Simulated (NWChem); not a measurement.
**Energy and gradient calculation of BOF (part 3 of 3)**

The same run, continued: BOF; TPSS/def2-SVP, RKS (NWChem 7.3.0). The geometry comes from this level: PBE0-D4/def2-TZVP.

Geometry of the input (Å):
```
O  0.9831  -0.5651  0.4799
B  0.0203  -0.0116  0.0099
F  -1.0034  0.5768  -0.4898
```

### What the program printed, continued
```
 Vector   40  Occ=0.000000D+00  E= 3.527684D+00
              MO Center= -3.3D-01,  1.9D-01, -1.6D-01, r^2= 1.8D+00
   Bfn.  Coefficient  Atom+Function         Bfn.  Coefficient  Atom+Function
  ----- ------------  ---------------      ----- ------------  ---------------
    40      0.558832  3 F  d  0              41     -0.551264  3 F  d  1
    26      0.507185  2 B  d  0              27     -0.500294  2 B  d  1
    12      0.422919  1 O  d  0              13     -0.417148  1 O  d  1
    37      0.315764  3 F  pz                 9     -0.303957  1 O  pz
    38      0.299470  3 F  d -2              39     -0.296785  3 F  d -1

 Vector   41  Occ=0.000000D+00  E= 3.527684D+00
              MO Center= -3.3D-01,  1.9D-01, -1.6D-01, r^2= 1.8D+00
   Bfn.  Coefficient  Atom+Function         Bfn.  Coefficient  Atom+Function
  ----- ------------  ---------------      ----- ------------  ---------------
    42      0.723341  3 F  d  2              28      0.656391  2 B  d  2
    14      0.547727  1 O  d  2              38      0.402928  3 F  d -2
    24      0.365848  2 B  d -2              39      0.319256  3 F  d -1
    10      0.304379  1 O  d -2              36      0.293958  3 F  py
    25      0.289849  2 B  d -1               8     -0.282612  1 O  py

 Vector   42  Occ=0.000000D+00  E= 3.936918D+00
              MO Center= -7.7D-01,  4.4D-01, -3.8D-01, r^2= 1.1D+00
   Bfn.  Coefficient  Atom+Function         Bfn.  Coefficient  Atom+Function
  ----- ------------  ---------------      ----- ------------  ---------------
    16      2.998682  2 B  s                 31     -2.227000  3 F  s
    35     -1.204759  3 F  px                 3     -1.136382  1 O  s
    24     -0.920563  2 B  d -2              27     -0.781764  2 B  d  1
    38      0.737832  3 F  d -2              36      0.692458  3 F  py
    41      0.626618  3 F  d  1               7      0.587169  1 O  px

     ---------------------------------------------
      Total Density - Mulliken Population Analysis
     ---------------------------------------------

    Atom       Charge   Shell Charges
 -----------   ------   -------------------------------------------------------
    1 O    8     8.12   1.99  1.11  0.60  2.82  1.58  0.01
    2 B    5     4.85   1.99  0.73 -0.00  1.61  0.33  0.20
    3 F    9     9.03   1.99  1.15  0.70  3.36  1.83  0.01

     -------------------------------------------
      Total Density - Lowdin Population Analysis
     -------------------------------------------

    Atom       Charge   Shell Charges
 -----------   ------   -------------------------------------------------------
    1 O    8     8.03   1.98  0.90  0.63  2.65  1.85  0.02
    2 B    5     5.11   1.96  0.48  0.16  1.42  0.61  0.48
    3 F    9     8.87   1.98  0.98  0.68  3.20  2.02  0.01

 center of mass
 --------------
 x =  -0.12795631 y =   0.07360661 z =  -0.06245874

 moments of inertia (a.u.)
 ------------------
          69.823285234923          70.574116502894         -59.931557199400
          70.574116502894         152.029457789235          34.450372737688
         -59.931557199400          34.450372737688         163.342212941744

     Multipole analysis of the density
     ---------------------------------

     L   x y z        total         alpha         beta         nuclear
     -   - - -        -----         -----         ----         -------
     0   0 0 0     -0.000000    -11.000000    -11.000000     22.000000

     1   1 0 0     -0.599077      0.706079      0.706079     -2.011235
     1   0 1 0      0.344435     -0.406417     -0.406417      1.157268
     1   0 0 1     -0.292454      0.344629      0.344629     -0.981713

     2   2 0 0    -12.632616    -36.304766    -36.304766     59.976916
     2   1 1 0      1.243212     17.859894     17.859894    -34.476576
     2   1 0 1     -1.055772    -15.166590    -15.166590     29.277407
     2   0 2 0    -11.184392    -15.501294    -15.501294     19.818196
     2   0 1 1      0.606866      8.718210      8.718210    -16.829554
     2   0 0 2    -10.985153    -12.638381    -12.638381     14.291608

            General Information
            -------------------
          SCF calculation type: DFT
          Wavefunction type:  closed shell.
          No. of atoms     :     3
          No. of electrons :    22
           Alpha electrons :    11
            Beta electrons :    11
          Charge           :     0
          Spin multiplicity:     1
          Use of symmetry is: off; symmetry adaption is: off
          Maximum number of iterations: 100
          AO basis - number of functions:    42
                     number of shells:    18
          Convergence on energy requested:  1.00D-08
          Convergence on density requested:  1.00D-05
          Convergence on gradient requested:  5.00D-04

              XC Information
              --------------
                  TPSS metaGGA Exchange Functional  1.000
             TPSS03 metaGGA Correlation Functional  1.000

             Grid Information
             ----------------
          Grid used for XC integration:  xfine
          Radial quadrature: Mura-Knowles
          Angular quadrature: Lebedev.
          Tag              B.-S. Rad. Rad. Pts. Rad. Cut. Ang. Pts.
          ---              ---------- --------- --------- ---------
          O                   0.60      100           7.0      1454
          B                   0.85      100           6.0      1454
          F                   0.50      100           7.0      1454
          Grid pruning is: on
          Number of quadrature shells:   300
          Spatial weights used:  Erf1

          Convergence Information
          -----------------------
          Convergence aids based upon iterative change in
          total energy or number of iterations.
          Levelshifting, if invoked, occurs when the
          HOMO/LUMO gap drops below (HL_TOL):  1.00D-02
          DIIS, if invoked, will attempt to extrapolate
          using up to (NFOCK): 10 stored Fock matrices.

                    Damping( 0%)  Levelshifting(0.5)       DIIS
                  --------------- ------------------- ---------------
          dE  on:    start            ASAP                start
          dE off:    2 iters        100 iters           100 iters

      Screening Tolerance Information
      -------------------------------
          Density screening/tol_rho:  1.00D-11
          AO Gaussian exp screening on grid/accAOfunc:  18
          CD Gaussian exp screening on grid/accCDfunc:  20
          XC Gaussian exp screening on grid/accXCfunc:  20
          Schwarz screening/accCoul:  1.00D-09

                            NWChem DFT Gradient Module
                            --------------------------

  charge          =   0.00
  wavefunction    = closed shell

                         DFT ENERGY GRADIENTS

    atom               coordinates                        gradient
                 x          y          z           x          y          z
   1 O       1.857790  -1.067884   0.906880   -0.015372   0.008833  -0.007503
   2 B       0.038361  -0.021921   0.018708    0.005492  -0.003151   0.002679
   3 F      -1.896151   1.089994  -0.925588    0.009880  -0.005682   0.004824

                 ----------------------------------------
                 |  Time  |  1-e(secs)   |  2-e(secs)   |
                 ----------------------------------------
                 |  CPU   |       0.00   |       0.71   |
                 ----------------------------------------
                 |  WALL  |       0.00   |       0.71   |
                 ----------------------------------------

 Task  times  cpu:        7.6s     wall:        7.6s
 Total times  cpu:        7.6s     wall:        7.6s
```

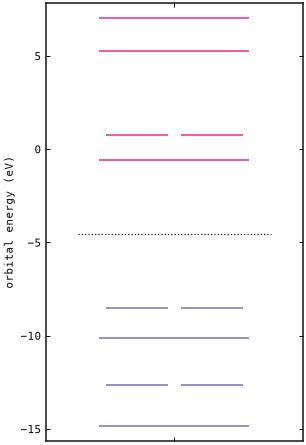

Figure 1. Orbital energies near the frontier; the dotted line parts filled from empty levels, and levels within 0.02 eV of each other stand side by side. Highest filled −8.51 eV, lowest empty −0.59 eV, 7.92 eV apart.
